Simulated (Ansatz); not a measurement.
## Electronic structure of CH₄F₃GeN (SMILES C[NH][Ge]([F])([F])[F]) in real space

```xyz
10

C     1.5463   -0.1859    1.6520
F    -2.1847    0.9967    0.0908
F    -0.1251    0.7035   -1.6491
F    -0.8712   -1.4644   -0.1984
Ge   -0.6627    0.2328   -0.0860
N     0.3893    0.6074    1.2882
H     2.4922    0.1984    1.2316
H     1.6498   -0.2361    2.7475
H     1.4134   -1.2173    1.2951
H     0.3701    1.5589    1.6366
```

Geometry: PBE0-D4/def2-SVP.

Theory: isolated molecule in a Gaussian basis; Kohn-Sham density functional theory, functional PBE0 (Ansatz).

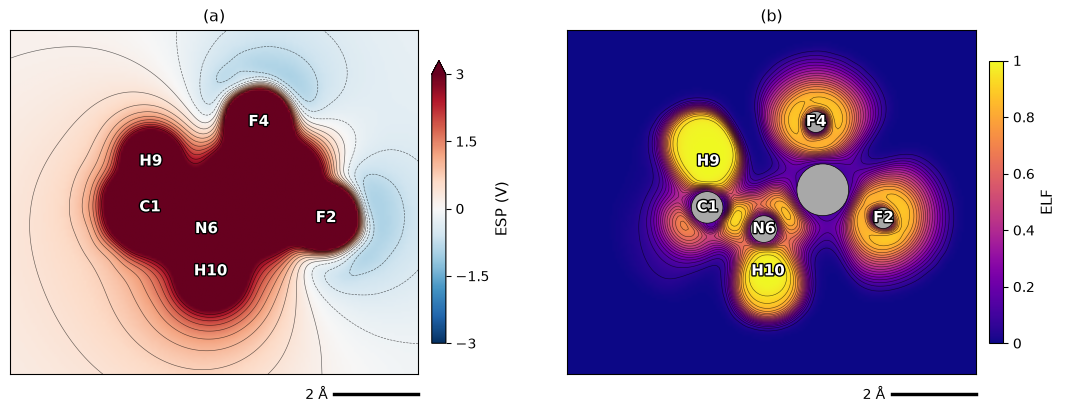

Figure 1. (a) electrostatic potential; (b) ELF on the plane of atoms C1, N6 and H10. Grey discs cover the atomic cores in the ELF map.

### What do the fields say about this system?

- Atoms in the plane: C, F, N and H.
- C–N (1.45 Å): the ELF peaks at about 0.95 between the atoms (a shared electron pair).
- N–H (1.01 Å): the ELF climbs to about 1 towards the hydrogen, as it does in any bond to H: an ordinary covalent bond to hydrogen.
- C–H (1.10 Å): the ELF climbs to about 1 towards the hydrogen: an ordinary covalent bond to hydrogen.
- The ELF also peaks beside F2 and F4, away from the bonds: lone-pair regions.
- Outside the dense part of the molecule the potential is most negative (−0.9 V) near F4.

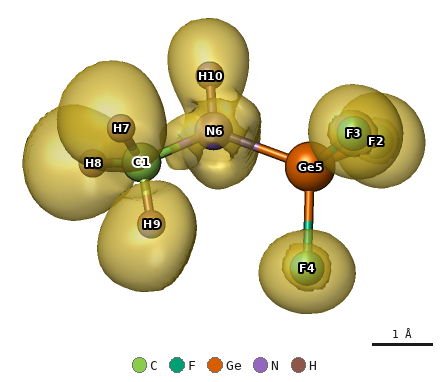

Figure 2. Isosurface of the electron localisation function at 0.75 (yellow), seen at a tilt. Core shells and regions of very low density are left out.

### Where are the electrons localised?

At this value the surface marks out three regions around hydrogen nuclei, three regions wrapped around F (the valence shell of each) and one joined region spread over several atoms (H, N), in which their bonds and any lone pairs are merged. Profiles from the grid: Ge–F (1.71 Å): the ELF peaks at about 0.80 in the valence shell of F, 0.5 Å from its nucleus, and is about 0.25 at the midpoint.

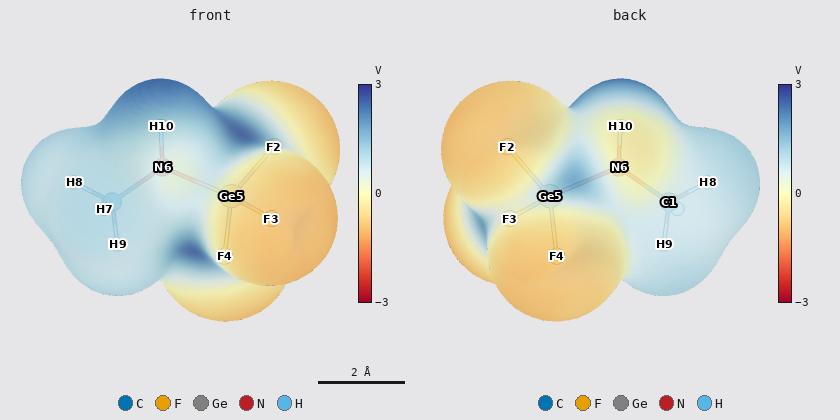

Figure 3. The electrostatic potential painted on the density surface at 0.002 e/bohr³, seen from the front and from behind; red is negative and blue positive.

### Which sites attract a positive test charge, and which a negative one?

A positive charge is drawn to the negative regions and a negative charge to the positive ones. The most negative region (about −1.0 V, or −23 kcal/mol for a unit charge) lies over F3, the most positive (about +2.4 V, or +55 kcal/mol for a unit charge) over Ge5 and H10.

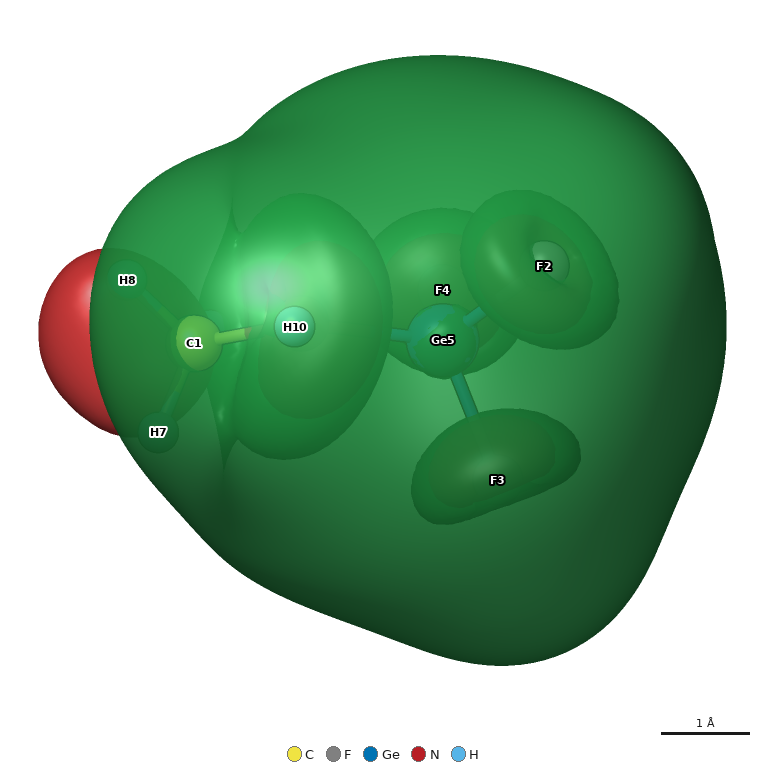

Figure 4. One frontier orbital at ±0.03 Å⁻³ᐟ² (green and red are the two phases), seen from one side.

### Which orbital is it: HOMO or LUMO?

The LUMO, at −0.89 eV. It lies mainly on Ge5 (about 45 %), F3 (about 10 %), N6 (about 10 %), F4 (about 10 %), F2 (about 10 %) and H10 (about 5 %).
